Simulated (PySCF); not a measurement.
In(Cl)2(Vi), SMILES C=[CH][In]([Cl])[Cl] at its CAM-B3LYP/def2-SVP optimised geometry (Å):

```
8

In     0.4661    -0.2727     0.0000
Cl     2.8014    -0.2727     0.0000
Cl    -0.4672    -2.4213     0.0037
C     -0.8040     1.4196     0.0000
C     -2.1295     1.2716     0.0015
H     -0.3629     2.4213    -0.0005
H     -2.8014     2.1380     0.0023
H     -2.6126     0.2890     0.0019
```

Method: CAM-B3LYP/def2-TZVP, def2 effective core potentials past Kr run with PySCF. The core electrons that the potentials of In replace are not part of the density. Cells within 0.4 Å of a nucleus heavier than hydrogen are left out (blank, or x).

Map of the HOMO amplitude (bohr^(-3/2)) on the plane z = 0.0 Å; orbital energy -9.86 eV, overall sign arbitrary:

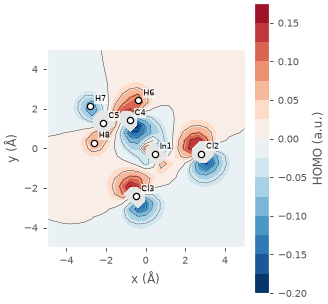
Figure: HOMO amplitude (bohr^(-3/2)) on the plane z = 0.0 Å.
